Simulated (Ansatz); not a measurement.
**Sn chain started as a zigzag: one chain at several levels of theory**

Aim: how far do the period, the moment and the conductance of the Sn chain started as a zigzag depend on the functional, the datasets and spin-orbit coupling, and at what cost?

Calculated with Ansatz 0.2.0; DFT PBE, plane waves, PAW; relaxation of a chain's period, in the first sound run; inputs show where later runs differ.

**1. The starting structure**

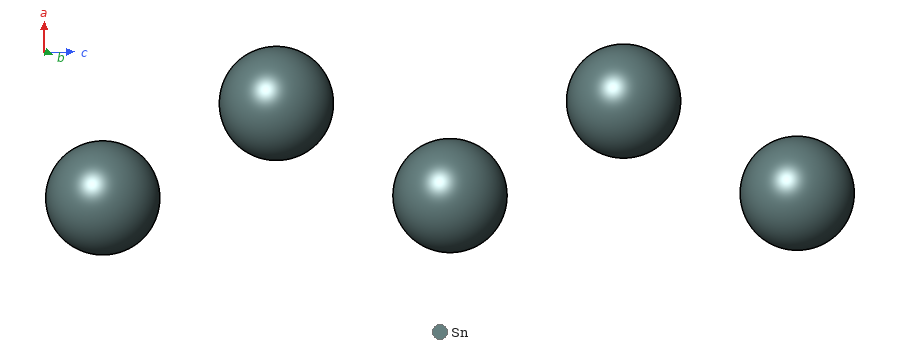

The starting structure, seen from the side, with the c axis across the page (tin teal). 1×1×2 cells are drawn. Some periodic images of atoms are drawn too.

The cell holds 2 atoms: 2 Sn. Cell: a = 9.000 Å, b = 7.500 Å, c = 4.664 Å, α = 90.0°, β = 90.0°, γ = 90.0°. Vacuum lies along a and b. The structure's axis is c.

**2. Relaxing the period, level PBE, cutoff 420 eV**

Band widths follow the bond lengths, so the chain is relaxed first. The atoms and the third cell vector are free; the box across stays fixed as vacuum. Moments are seeded so that a magnetic state can form if it lies lower. A Fermi-Dirac smearing is set since the result may be a metal. The pressure printed is a third of the stress's trace over the whole box, vacuum included; only the stress along the axis is relaxed.

Contents of input.yaml:

```yaml
crystal:
  lattice:
    - [9.0, 0.0, 0.0]
    - [0.0, 7.5, 0.0]
    - [0.0, 0.0, 4.6637291855]
  atoms:
    - { symbol: Sn, position: [0.431118089, 0.5, 0.0], spin: 0.5 }
    - { symbol: Sn, position: [0.568881911, 0.5, 0.5], spin: 0.5 }
magnetization:
  spin_polarized: true
kpoints:
  mp_grid: { grid: [1, 1, 18] }
scf:
  occupations: { method: fermi_dirac, width: 0.05 }
hamiltonian:
  xc: pbe
relax:
  cell: { fix: [a, b, alpha, beta, gamma] }
  max_steps: 60
```

Run with:

```console
$ ansatz run input.yaml --threads 4 --pin off --max-ram 8192MiB --backend cpu --events-out ev --progress --plain --runs-dir out
```

Numbers of over 12 decimals in the logs are rounded to 6 here.

The log of the run:

```text
Engine: ansatz 0.2.0, aarch64-unknown-linux-gnu
Pseudopotentials: kind: paw
Pseudopotential: Sn, paw, valence charge 14, recommended cutoff 420 eV (normal), Sn.paw.azcp
Functional definition: PBE
  parameter kappa = 0.804
  parameter beta = 0.066725
  exchange = pbe_x(kappa = kappa, mu = beta*pi^2/3)
  correlation = pbe_c(beta = beta)
Crystal: 2 atoms, lattice volume = 314.802 Å³
Basis set: ecut = 420 eV, 6133 PW (Γ), exchange–correlation on 128×108×64 points (8 copies of the dense FFT grid, shifted against one another)
Bands: 19, of which v1, the nominal top of the filled ones, is band 14 counted from 1 (13 counted from 0)
Symmetry: 8 space group operations
Space group: Pmma (ITA 51), of the structure as read, at distance tolerance 6.8e-5 Å
Magnetic group: BNS 51.289 (UNI 387), of the structure as read, at distance tolerance 6.8e-5 Å
k-points: 10 of 18
Non-local potential: Sn, projectors of the file, l = 0: 2, l = 1: 2, l = 2: 2, l = 3: 2
PAW form: soft (Blöchl's): semilocal exchange-correlation on the pseudo side does not see the compensation charge
PAW one-centre angular grid: Sn, 590 points (default); XC on 64 Gauss nodes
Initial density: superposition of atomic densities (neutral atoms: chi_scale 0, normalization atom)
Starting moments: Σ|m| = 1 μB on 2 of 2 sites
Initial wavefunctions: pseudopotential atomic-orbital guess
Functional: x = pbe(κ = 0.804, μ = 0.219515), c = pbe(β = 0.066725)
iter 1 solved again at ethr=1.48e-3 eV; its pass at ethr=3.10e-3 eV (dr2=4.15e-1 eV) is discarded
SCF iter   1: F=—  HF=-12046.244449 eV  |F-HF|=—  |Δ(HF+E_count)|=         —  Δρ=1.14e-2 (↑1.14e-2 ↓1.13e-2)  dr2=4.18e-1  dr2_m=3.13e-1  M=0.117 μB ∫|m|=0.117 μB  β_m=0.30  ethr=1.48e-3  ⟨swp⟩=1.0  Hψ=2730  notcnv=0
preconditioner: auto → LDOS  [metal: Δε(μ)=0.038 eV  Ē_g=7.048 eV  σ=0.050 eV  W_gap=0.19  n_scr=38 (ndim 8)  ℏωp=5.9 eV  f_vac=0.622  D(μ)=1.49/eV (n_scr^D=4)]
spin=Collinear: LDOS preconditioning applied to the charge; magnetization (m = ρ↑ − ρ↓) channel mixes plain (no charge-response kernel on spin).
SCF iter   2: F=—  HF=-12046.200802 eV  |F-HF|=—  |Δ(HF+E_count)|=   4.36e-2  Δρ=8.15e-3 (↑7.89e-3 ↓8.15e-3)  dr2=2.05e-1  dr2_m=1.57e-1  M=0.096 μB ∫|m|=0.096 μB  β_m=0.30  ethr=1.48e-3  ⟨swp⟩=2.0  Hψ=471  notcnv=0
SCF iter   3: F=—  HF=-12046.153168 eV  |F-HF|=—  |Δ(HF+E_count)|=   4.76e-2  Δρ=5.63e-3 (↑4.96e-3 ↓5.63e-3)  dr2=1.02e-2  dr2_m=7.86e-2  M=0.075 μB ∫|m|=0.075 μB  β_m=0.30  ethr=7.33e-4  ⟨swp⟩=3.1  Hψ=635  notcnv=0
SCF iter   4: F=—  HF=-12046.166572 eV  |F-HF|=—  |Δ(HF+E_count)|=   1.34e-2  Δρ=3.73e-3 (↑3.69e-3 ↓3.73e-3)  dr2=2.31e-3  dr2_m=3.94e-2  M=0.057 μB ∫|m|=0.057 μB  β_m=0.30  ethr=3.63e-5  ⟨swp⟩=2.1  Hψ=874  notcnv=0
SCF iter   5: F=—  HF=-12046.170994 eV  |F-HF|=—  |Δ(HF+E_count)|=   4.42e-3  Δρ=2.63e-3 (↑2.62e-3 ↓2.63e-3)  dr2=7.44e-4  dr2_m=1.97e-2  M=0.046 μB ∫|m|=0.046 μB  β_m=0.30  ethr=8.24e-6  ⟨swp⟩=1.6  Hψ=418  notcnv=0
SCF iter   6: F=—  HF=-12046.173501 eV  |F-HF|=—  |Δ(HF+E_count)|=   2.51e-3  Δρ=1.87e-3 (↑1.87e-3 ↓1.84e-3)  dr2=2.30e-5  dr2_m=9.87e-3  M=0.038 μB ∫|m|=0.038 μB  β_m=0.30  ethr=2.66e-6  ⟨swp⟩=3.0  Hψ=758  notcnv=0
SCF iter   7: F=—  HF=-12046.174607 eV  |F-HF|=—  |Δ(HF+E_count)|=   1.11e-3  Δρ=1.32e-3 (↑1.32e-3 ↓1.30e-3)  dr2=8.83e-6  dr2_m=4.96e-3  M=0.031 μB ∫|m|=0.031 μB  β_m=0.30  ethr=8.23e-8  ⟨swp⟩=2.5  Hψ=672  notcnv=0
Mixer restart at iter 7: flushing history
spin-set hold released at iteration 7 (site moments contracting): the magnetisation degrees of freedom join the quasi-Newton model from the next iteration; the mixer history was flushed
SCF iter   8: F=—  HF=-12046.175194 eV  |F-HF|=—  |Δ(HF+E_count)|=   5.87e-4  Δρ=9.36e-4 (↑9.36e-4 ↓9.26e-4)  dr2=5.22e-6  dr2_m=2.50e-3  M=0.025 μB ∫|m|=0.025 μB  β_m=0.65  ethr=3.15e-8  ⟨swp⟩=2.5  Hψ=559  notcnv=0
SCF iter   9: F=—  HF=-12046.175905 eV  |F-HF|=—  |Δ(HF+E_count)|=   7.11e-4  Δρ=3.98e-5 (↑3.73e-5 ↓3.98e-5)  dr2=2.44e-7  dr2_m=4.25e-6  M=0.007 μB ∫|m|=0.007 μB  β_m=0.82  ethr=1.87e-8  ⟨swp⟩=3.0  Hψ=709  notcnv=0
SCF iter  10: F=—  HF=-12046.175921 eV  |F-HF|=—  |Δ(HF+E_count)|=   1.68e-5  Δρ=1.89e-5 (↑1.87e-5 ↓1.89e-5)  dr2=8.39e-8  dr2_m=1.01e-6  M=0.003 μB ∫|m|=0.003 μB  β_m=0.91  ethr=3.57e-10  ⟨swp⟩=5.7  Hψ=1411  notcnv=0
SCF iter  11: F=—  HF=-12046.175927 eV  |F-HF|=—  |Δ(HF+E_count)|=   5.34e-6  Δρ=3.21e-6 (↑2.67e-6 ↓3.21e-6)  dr2=1.02e-7  dr2_m=7.18e-9  M=0.000 μB ∫|m|=0.000 μB  β_m=0.80  ethr=3.00e-10  ⟨swp⟩=5.6  Hψ=1404  notcnv=0
SCF iter  12: F=—  HF=-12046.175927 eV  |F-HF|=—  |Δ(HF+E_count)|=  4.18e-11  Δρ=8.58e-7 (↑8.58e-7 ↓6.87e-7)  dr2=3.14e-9  dr2_m=1.11e-9  M=0.000 μB ∫|m|=0.000 μB  β_m=0.82  ethr=3.00e-10  ⟨swp⟩=3.0  Hψ=1467  notcnv=0
SCF iter  13: F=—  HF=-12046.175927 eV  |F-HF|=—  |Δ(HF+E_count)|=   5.69e-9  Δρ=1.76e-7 (↑1.76e-7 ↓1.67e-7)  dr2=3.30e-11  dr2_m=7.37e-11  M=0.000 μB ∫|m|=0.000 μB  β_m=0.91  ethr=1.12e-11  ⟨swp⟩=3.6  Hψ=933  notcnv=0
SCF iter  14: F=-12046.175927 eV  HF=-12046.175927 eV  |F-HF|=1.82e-12  |Δ(HF+E_count)|=  4.71e-10  Δρ=5.09e-8 (↑5.09e-8 ↓4.65e-8)  dr2=1.13e-11  dr2_m=3.87e-12  M=0.000 μB ∫|m|=0.000 μB  ethr=1.00e-12  ⟨swp⟩=3.0  Hψ=794  notcnv=0
WARN: the starting moments were not kept: the SCF closed with an absolute magnetisation of 5.8e-6 μB, where they sum to 1 μB in size (2 sites). That is at most 0.1 of that sum. Measured as dr2_m measures the in/out step, that magnetisation stands 1.5e-12 eV from none, at or under the dr2_threshold of 1.0e-7 eV: it is no larger than a step whose dr2_m would equal this threshold. The system may hold no moment; this SCF [...]
SCF 1 converged in 14 iterations: F = -12046.175927 eV  dr2 = 1.13e-11
  greatest PAW one-centre occupation: 0.991 electrons in one spin orbital (limit 2), on the Sn atom at site 1 (counted from 0), in its partial waves of l = 2
relax step   1: F+E_penalty+E_count = -12046.17592663 eV  Δ(F+E_penalty+E_count) = +0.000e0 eV  max|allowed force component| = 9.931e-1 eV/Å  Δτ_max = 0.0000 Å  P = +0.703 GPa  Ω = 314.802 Å³  fix = [a, b, alpha, beta, gamma]  reactions: a +0.694, b +0.245 GPa  (14 SCF iters, dr2 threshold 1.00e-7 eV, accepted)
Crystal: 2 atoms, lattice volume = 314.401 Å³
Basis set: ecut = 420 eV, 6125 PW (Γ), exchange–correlation on 128×108×64 points (8 copies of the dense FFT grid, shifted against one another)
Initial density: handed on by an earlier stage of this run
Starting moments: Σ|m| = 1 μB on 2 of 2 sites; this step starts from the density that it was given
Initial wavefunctions: those handed on with the density
[...]
SCF iter   5: F=—  HF=-12046.299718 eV  |F-HF|=—  |Δ(HF+E_count)|=   6.62e-7  Δρ=5.22e-6 (↑2.99e-6 ↓5.22e-6)  dr2=2.43e-7  dr2_m=1.66e-8  M=-0.000 μB ∫|m|=0.000 μB  β_m=0.80  ethr=5.29e-9  ⟨swp⟩=2.0  Hψ=661  notcnv=0
iter 6 did not close the SCF: its close was put off for a magnetic moment that had not settled (scf_convergence_deferred on its scf_iter line)
SCF iter   6: F=-12046.299718 eV  HF=-12046.299718 eV  |F-HF|=7.80e-9  |Δ(HF+E_count)|=   2.49e-8  Δρ=8.78e-7 (↑6.68e-7 ↓8.78e-7)  dr2=5.25e-9  dr2_m=8.94e-10  M=-0.000 μB ∫|m|=0.000 μB  β_m=0.83  ethr=7.14e-10  ⟨swp⟩=4.3  Hψ=1119  notcnv=0
SCF iter   7: F=-12046.299718 eV  HF=-12046.299718 eV  |F-HF|=4.35e-10  |Δ(HF+E_count)|=   9.26e-9  Δρ=1.63e-7 (↑1.53e-7 ↓1.63e-7)  dr2=3.02e-10  dr2_m=3.07e-11  M=-0.000 μB ∫|m|=0.000 μB  ethr=1.88e-11  ⟨swp⟩=1.1  Hψ=1172  notcnv=0
the starting moments were not kept: the SCF closed with an absolute magnetisation of 9.6e-6 μB, where they sum to 1 μB in size (2 sites). That is at most 0.1 of that sum. Measured as dr2_m measures the in/out step, that magnetisation stands 4.5e-12 eV from none, at or under the dr2_threshold of 2.0e-7 eV: it is no larger than a step whose dr2_m would equal this threshold.
SCF 3 converged in 7 iterations: F = -12046.299718 eV  dr2 = 3.02e-10
relax step   3: F+E_penalty+E_count = -12046.29971827 eV  Δ(F+E_penalty+E_count) = -4.580e-2 eV  max|allowed force component| = 1.523e-3 eV/Å  Δτ_max = 0.0748 Å  P = +0.058 GPa  Ω = 314.737 Å³  energy of the carried Pulay correction = +2.401e-6 eV  fix = [a, b, alpha, beta, gamma]  reactions: a +0.083, b +0.240 GPa  (7 SCF iters, dr2 threshold 2.00e-7 eV, accepted)
[...]
relax step   4: F+E_penalty+E_count = -12046.30072456 eV  Δ(F+E_penalty+E_count) = -1.006e-3 eV  max|allowed force component| = 2.980e-3 eV/Å  Δτ_max = 0.0042 Å  P = +0.085 GPa  Ω = 313.375 Å³  energy of the carried Pulay correction = +5.279e-5 eV  fix = [a, b, alpha, beta, gamma]  reactions: a +0.085, b +0.240 GPa  (6 SCF iters, dr2 threshold 5.62e-8 eV, accepted)
[...]
relax step   5: F+E_penalty+E_count = -12046.30106269 eV  Δ(F+E_penalty+E_count) = -3.381e-4 eV  max|allowed force component| = 2.825e-4 eV/Å  Δτ_max = 0.0045 Å  P = +0.108 GPa  Ω = 312.093 Å³  energy of the carried Pulay correction = +1.004e-4 eV  fix = [a, b, alpha, beta, gamma]  reactions: a +0.083, b +0.240 GPa  (6 SCF iters, dr2 threshold 1.24e-8 eV, accepted)
Initial wavefunctions: pseudopotential atomic-orbital guess (no wavefunctions were taken with the density)
iter 1 solved again at ethr=1.35e-7 eV; its pass at ethr=3.10e-3 eV (dr2=3.77e-5 eV) is discarded
SCF iter   1: F=—  HF=-12046.300965 eV  |F-HF|=—  |Δ(HF+E_count)|=         —  Δρ=2.51e-6 (↑2.50e-6 ↓2.51e-6)  dr2=1.32e-8  dr2_m=1.44e-12  M=-0.000 μB ∫|m|=0.000 μB  β_m=0.30  ethr=1.35e-7  ⟨swp⟩=3.8  Hψ=3328  notcnv=0
eigensolver tolerance schedule: the retry pair's looser diagonalisation over-reported the residual by 2863.17 of it (diagonalisation noise at 0.14 of the residual, at the tolerance the schedule requests for it); recorded, not acted on — ethr = c·dr2/N_el stays at c = 1.0e-1
preconditioner: auto → Resta (q_TF=auto, 1.825 Å⁻¹)  ε∞=1.8  [insulator: Δε(μ)=0.249 eV  Ē_g=6.509 eV  σ=0.050 eV  W_gap=0.85  n_scr=38 (ndim 8)  ℏωp=5.9 eV  f_vac=0.640  D(μ)=0.98/eV (n_scr^D=2)  ε∞_Penn≈1.8  vacuum switching on, ρ_ref=3.1e-3 e/Å³]
spin=Collinear: Resta preconditioning applied to the charge; magnetization (m = ρ↑ − ρ↓) channel mixes plain (no charge-response kernel on spin).
SCF iter   2: F=—  HF=-12046.300963 eV  |F-HF|=—  |Δ(HF+E_count)|=   1.68e-6  Δρ=1.72e-6 (↑1.71e-6 ↓1.72e-6)  dr2=6.41e-9  dr2_m=7.82e-13  M=-0.000 μB ∫|m|=0.000 μB  β_m=0.54  ethr=4.71e-11  ⟨swp⟩=3.0  Hψ=738  notcnv=0
SCF iter   3: F=—  HF=-12046.300963 eV  |F-HF|=—  |Δ(HF+E_count)|=   1.79e-8  Δρ=3.66e-7 (↑3.63e-7 ↓3.66e-7)  dr2=3.99e-10  dr2_m=6.44e-14  M=-0.000 μB ∫|m|=0.000 μB  β_m=0.54  ethr=2.29e-11  ⟨swp⟩=2.0  Hψ=660  notcnv=0
SCF iter   4: F=—  HF=-12046.300963 eV  |F-HF|=—  |Δ(HF+E_count)|=   1.01e-9  Δρ=1.22e-7 (↑1.21e-7 ↓1.22e-7)  dr2=9.85e-11  dr2_m=1.13e-14  M=-0.000 μB ∫|m|=0.000 μB  β_m=0.77  ethr=1.42e-12  ⟨swp⟩=2.0  Hψ=462  notcnv=0
SCF iter   5: F=-12046.300963 eV  HF=-12046.300963 eV  |F-HF|=7.28e-12  |Δ(HF+E_count)|=  5.64e-11  Δρ=1.56e-8 (↑1.53e-8 ↓1.56e-8)  dr2=4.30e-12  dr2_m=7.51e-16  M=-0.000 μB ∫|m|=0.000 μB  ethr=1.00e-12  ⟨swp⟩=5.0  Hψ=1718  notcnv=0
the starting moments were not kept: the SCF closed with an absolute magnetisation of 4.3e-8 μB, where they sum to 1 μB in size (2 sites). That is at most 0.1 of that sum. Measured as dr2_m measures the in/out step, that magnetisation stands 9.9e-17 eV from none, at or under the dr2_threshold of 2.0e-11 eV: it is no larger than a step whose dr2_m would equal this threshold.
SCF 6 converged in 5 iterations: F = -12046.300963 eV  dr2 = 4.30e-12
relax step   6: F+E_penalty+E_count = -12046.30096338 eV  Δ(F+E_penalty+E_count) = +9.931e-5 eV  max|allowed force component| = 1.802e-4 eV/Å  Δτ_max = 0.0000 Å  P = +0.107 GPa  Ω = 312.093 Å³  fix = [a, b, alpha, beta, gamma]  reactions: a +0.082, b +0.239 GPa  stress off target by 9.68e-4 GPa on what of the cell is left free  SCF on the basis re-selected at this cell (its energy is not comparable with the rows above)  (5 SCF iters)
basis re-selected at this cell: Δ(F+E_penalty+E_count) = +9.931e-5 eV, ΔP = -0.001 GPa vs the last step (what re-selecting the basis moved, of the pressure what is left beyond the Pulay correction that the steps carried, after the strain that the cell walked since its last selection, with what the two solves' SCF thresholds leave and, on support functions, any second-order correction that the steps lacked; it is no m [...]
SCF converged after 5 iterations
Magnetization: -0.0000 μB (14.0000 up, 14.0000 down)
Absolute magnetization: 0.0000 μB (∫|ρ↑−ρ↓|, with the PAW one-centre terms)
Spin contamination: 0.0000 ħ² per cell (⟨S²⟩ above its minimum at these occupations)
Per-site moments (μB) at R_I (Å): [(-1.1580639968062828e-9, 1.136732), (-1.1580639990071556e-9, 1.136732)]
Free energy (F): -12046.300963 eV
Harris-Foulkes:  -12046.300963 eV  (|F-HF|=7.28e-12)
Internal energy: -12046.291086 eV  (E = F + TS)
E sigma→0 (E₀):  -12046.296025 eV
Entropy (-TS):   -0.009877 eV (-4.939 meV/atom)
Fermi energy:    -1.633116 eV
--- Per-component energies (eV) ---
  E_band       = -498.760699
  E_kinetic    = 370.567885
  E_local      = -5268.895395  (includes V_loc(G=0)·N_el)
  E_nonlocal   = -65.157207
  E_hartree    = 2680.126270
  E_xc         = -762.692106
  E_vxc        = -188.362995  (∫ρ·V_xc dr)
  E_paw        = -8270.431315  (= ΣΔE_a)
  E_vpaw       = -707.165442  (= ΣTr[D̂ρ^β])
  E_aug_tail   = -0.000001  (compensation charges beyond the density's cutoff)
  E_ewald      = -729.809218
  E_smearing   = -0.009877  (= −TS)
  E_closure    = 0.000000  (closes the sum)
  Σ components = -12046.300963   (vs F -12046.300963, Δ=0.00e0)
--- Forces (eV/Å), atoms counted from 1 ---
  atom   1  Sn     0.00018019     0.00000000     0.00000000
  atom   2  Sn    -0.00018019    -0.00000000    -0.00000000
  max |Σ_I F_I| component: 5.42e-20 eV/Å
--- Stress (GPa, compression-positive) ---
        0.082169       0.000000       0.000000
        0.000000       0.238880       0.000000
        0.000000       0.000000       0.000968
  P = ⅓ Tr σ = 0.1073 GPa (1.073 kbar)
--- Relaxed structure (5 steps of the walk, 5 accepted, 1 SCFs on fresh bases) ---
  F+E_penalty+E_count = -12046.30096338 eV   max|allowed force component| = 1.802e-4 eV/Å   (the final SCF, on the basis selected at the relaxed cell)
  cell:  # Å, volume = 312.0934 Å³
    - [9.0, 0, 0]
    - [0, 7.5, 0]
    - [0, 0, 4.623607]
  atoms:
    - { symbol: Sn, position: [0.416676, 0.5, 0] }
    - { symbol: Sn, position: [0.583324, 0.5, 0.5] }
```

Wall time 13 s (4 threads of Arm Neoverse V1, shared host); peak memory 0.6 GiB.

Step by step:

| step | energy less that of the first step (eV) | largest force component (eV/Å) | pressure (GPa) | volume (Å³) |
| --- | --- | --- | --- | --- |
| 1 | 0.0000 | 0.9931 | 0.70 | 314.80 |
| 2 | -0.0780 | 0.6033 | -0.28 | 314.40 |
| 3 | -0.1238 | 0.0015 | 0.06 | 314.74 |
| 4 | -0.1248 | 0.0030 | 0.08 | 313.38 |
| 5 | -0.1251 | 0.0003 | 0.11 | 312.09 |
| 6* | -0.1250 | 0.0002 | 0.11 | 312.09 |

Relaxation steps marked * repeat the geometry before them on a plane-wave basis chosen anew for their cell, so energy and pressure can jump there.

Forces are held to the 8 operations that the run works with; a distortion that breaks them can't arise in this run.

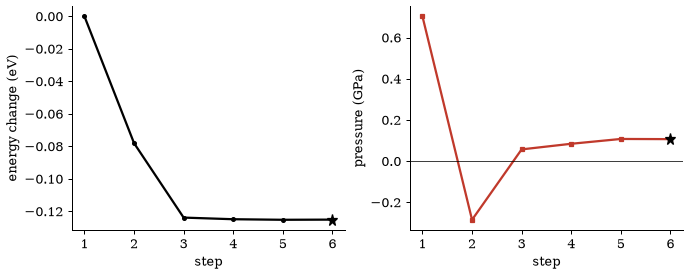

Energy and pressure along the relaxation. Stars mark steps on a basis chosen anew.

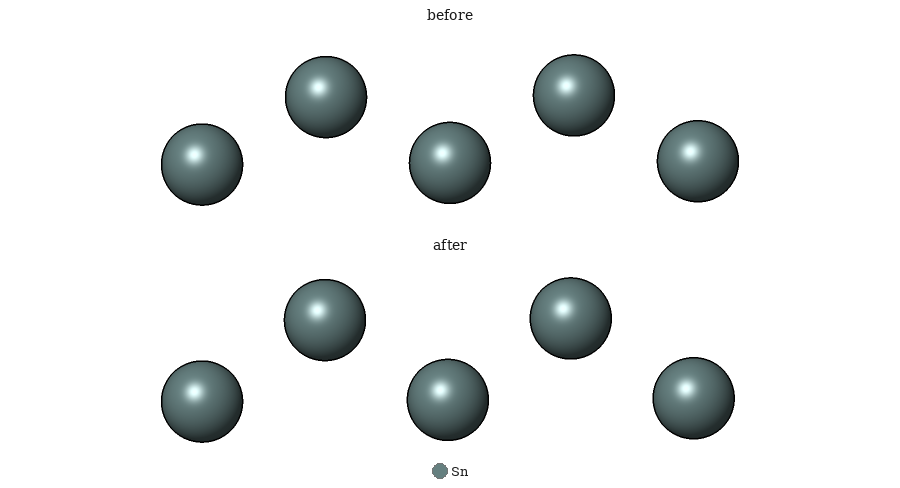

The structure before and after the relaxation, drawn at the same scale.

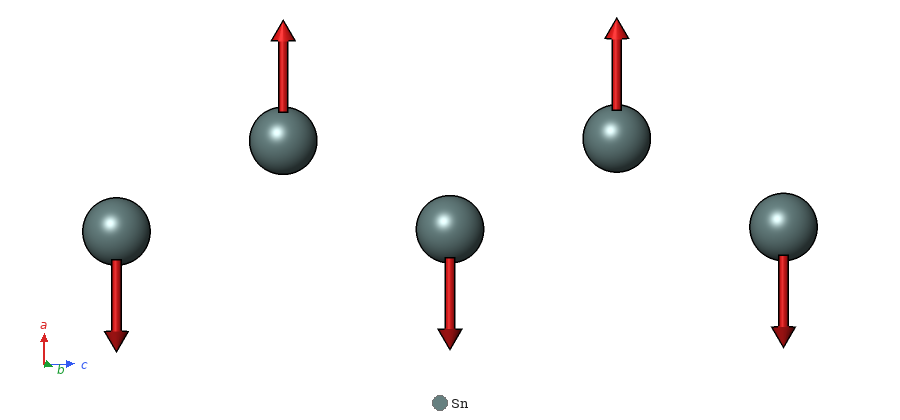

Displacements in the relaxation, exaggerated, measured against the changing cell; the longest in the cell stands for 0.13 Å. 1×1×2 cells are drawn. Some periodic images of atoms are drawn too.

| cell as run | before | after | change |
| --- | --- | --- | --- |
| c (Å) | 4.664 | 4.624 | -0.9 % |

The atoms that moved most (Å, along periodic axes as changes of fractional coordinates times the final cell, across vacuum about the mean position):

| atom | dx | dy | dz | length |
| --- | --- | --- | --- | --- |
| Sn1 | -0.130 | 0.000 | 0.000 | 0.130 |
| Sn2 | 0.130 | 0.000 | 0.000 | 0.130 |

The relaxed structure:

```xyz
2
Lattice="9.0000 0.0000 0.0000 0.0000 7.5000 0.0000 0.0000 0.0000 4.6236" Properties=species:S:1:pos:R:3
Sn    3.7501    3.7500    0.0000
Sn    5.2499    3.7500    2.3118
```

This step gave:

```
energy at zero smearing    : -12046.2960 eV
cell length along the wire : 4.624 Å
```

The cell's length comes to 4.624 Å with no moment.

(Continued in part 2 of 4.)

[Logs are printed without paths, hosts, clocks, repeated set-up lines and the standing remarks that a program may print on its own settings, such as how far it seeks lower states.]

[Hosts, paths, dates, database ids (printed as entryN), source tags and the programs' standing remarks are cut or masked in the printed files.]
